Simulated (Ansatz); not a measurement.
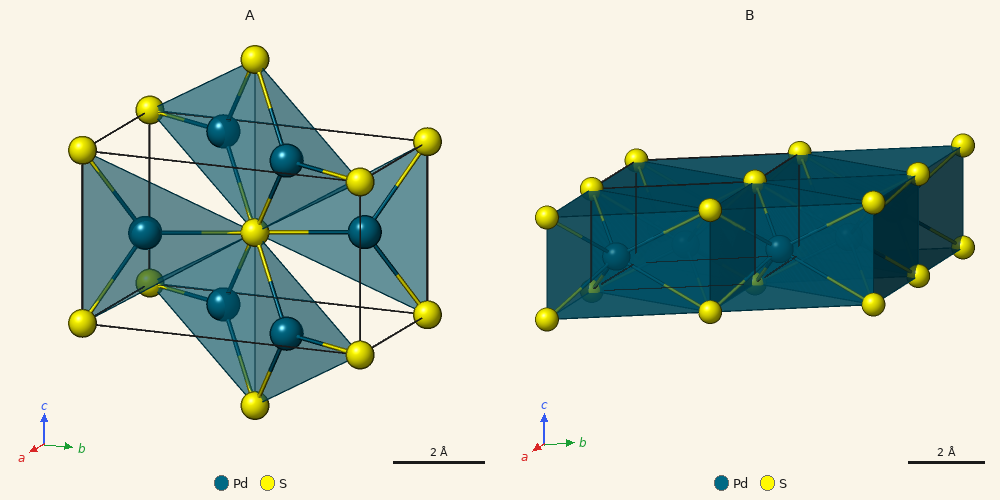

Two structures of Pd₂S, each relaxed to rest (conventional cells in solid outline, small ones repeated, not to one scale). Method: Ansatz 0.2.0, DFT PBE, scalar-relativistic, plane waves, PAW, without spin polarisation.

Question: Give the type and space group of each.

Answer: A: 6 atoms a cell on a primitive orthorhombic lattice, Pnnm. B: AlB₂ type, P6/mmm.

Question: A or B: which is lower in energy?

Answer: A is lower, by 576 meV/atom at this level of theory (energies at zero smearing). Volumes: A 16.2, B 16.0 Å³/atom.

One or both may be structure types tried for this composition rather than known phases.
